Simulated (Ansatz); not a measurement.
Cl8Zr2 (charge +1, doublet)

```xyz
10

Zr   -1.2992   -0.2257   -1.3065
Cl   -3.2222    0.9214   -0.8836
Cl   -1.1263   -0.4759   -3.7466
Cl   -1.6884   -2.5479   -2.0751
Cl   -0.6114   -1.1830    0.9056
Zr    1.3898    0.3771    1.6240
Cl    3.4791    0.1187    0.6952
Cl    1.5080   -0.7565    3.6170
Cl    0.9710    2.5581    2.2232
Cl    0.5996    1.2138   -1.0530
```

Geometry: r2SCAN-D4/def2-SVP; core potentials replace the inner electrons of Zr.

Method: UKS PBE0-D4/def2-TZVP (Ansatz).

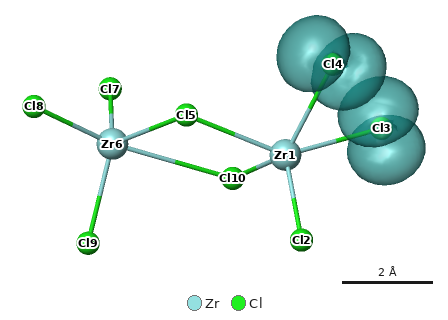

Figure 1. Isosurface of the spin density at +0.03 e/Å³ (teal), seen at an oblique angle.

### Where is the unpaired spin?

The unpaired spin (1 electron) lies mostly on Cl4 (about 0.5) and Cl3 (about 0.5), in electrons by Hirshfeld's partition.

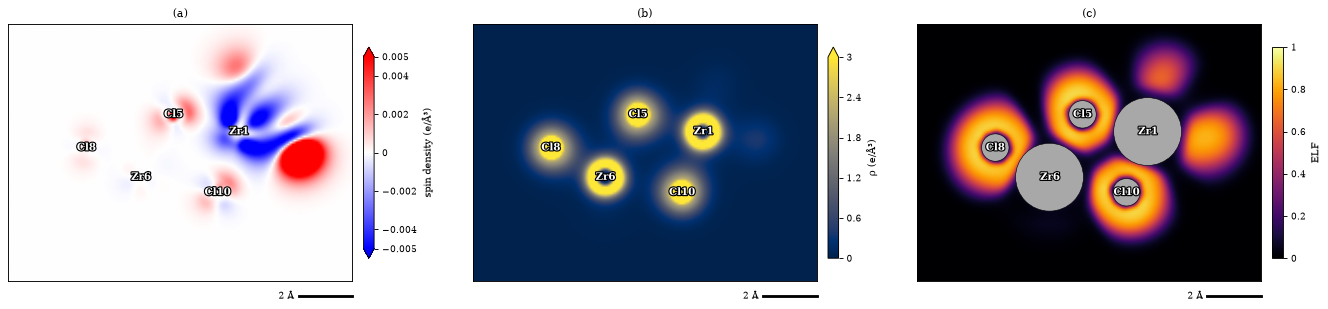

Figure 2. (a) spin density (α minus β); (b) electron density; (c) ELF on the plane of atoms Cl5, Zr6 and Cl8. Grey discs cover the atomic cores in the ELF map.

### What do the fields say about this system?

The section cuts through Zr and Cl sites. Zr–Cl (2.30 Å): ρ is about 0.69 e/Å³ halfway; the ELF peaks at about 0.80 in the valence shell of Cl, 0.8 Å from its nucleus, and is about 0.40 at the midpoint. Zr–Cl (2.40 Å): ρ is about 0.57 e/Å³ halfway; the ELF peaks at about 0.85 in the valence shell of Cl, 0.8 Å from its nucleus, and is about 0.35 at the midpoint. Zr–Cl (2.51 Å): ρ at the midpoint is about 0.45 e/Å³; the ELF peaks at about 0.85 in the valence shell of Cl, 0.8 Å from its nucleus, and is about 0.35 at the midpoint. Zr–Cl (2.64 Å): the density is about 0.32 e/Å³ at the midpoint; the ELF peaks at about 0.90 in the valence shell of Cl, 0.9 Å from its nucleus, and is about 0.30 at the midpoint.

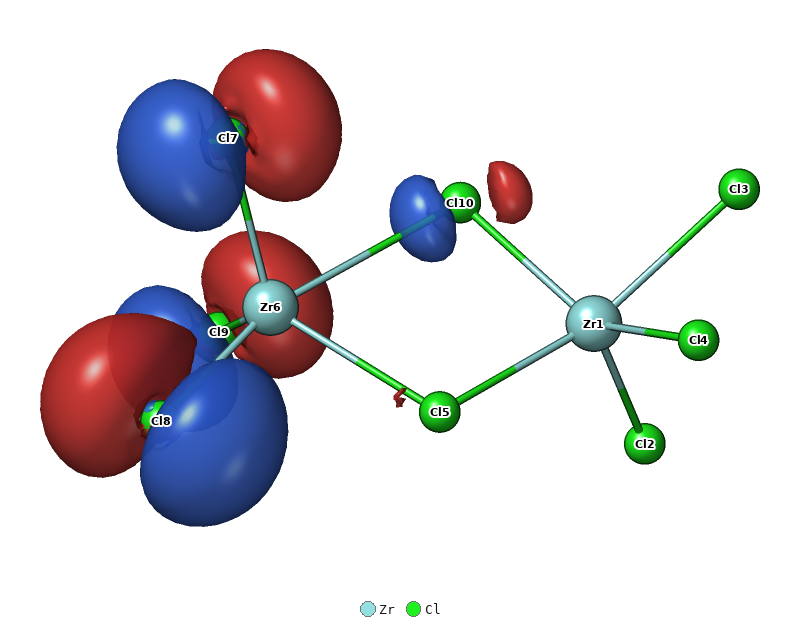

Figure 3. The HOMO−1 (β) at ±0.1 Å⁻³ᐟ² (blue and red are the two phases), seen from one side.

### What is the character of this orbital?

It lies mainly on Cl8 (about 40 %), Cl9 (about 25 %) and Cl7 (about 25 %); largely a combination of lone pairs on Cl8, Cl9 and Cl7. Its energy is −13.09 eV.
